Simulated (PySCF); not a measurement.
CO, SMILES `[C-]#[O+]`.

Computed with PySCF, ωB97X/def2-TZVP, geometry: GFN2-xTB. No frequency check shows the geometry to be a minimum.

Cartesian coordinates (Å):

```
C1       0.6442    0.0000    0.0000
O2      -0.4831    0.0000    0.0000
```

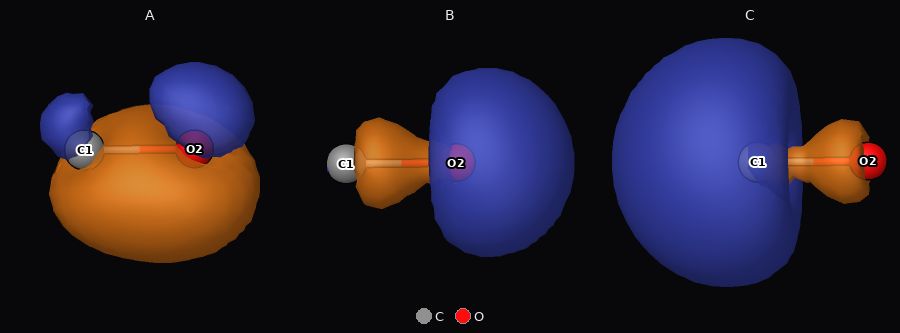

Localised orbitals, occupied; each surface holds about 85 % of the orbital's density. Energies are diagonal elements of the Fock matrix.

Question: What does each orbital represent in a Lewis picture?

Answer: By panel:
- A: bent (banana) bond O2–C1 (O2 69 %, C1 31 %; −21.8 eV)
- B: lone pair on O2 (sp1-type) (O2 100 %; −20.2 eV)
- C: lone pair on C1 (sp0.5-type) (C1 100 %; −14.1 eV)

Question: Which localisation scheme gives orbitals like these: Pipek–Mezey, IBO or Foster–Boys?

Answer: Foster–Boys: it mixes σ and π into equivalent bent bonds, while the other two keep them apart.

Question: Which has the smallest and which the largest spatial spread?

Answer: Smallest: B (0.66 Å); largest: C (0.90 Å).

Question: How do all the valence pairs divide up?

Answer: 5 pairs: 3 bent bonds and 2 lone pairs.
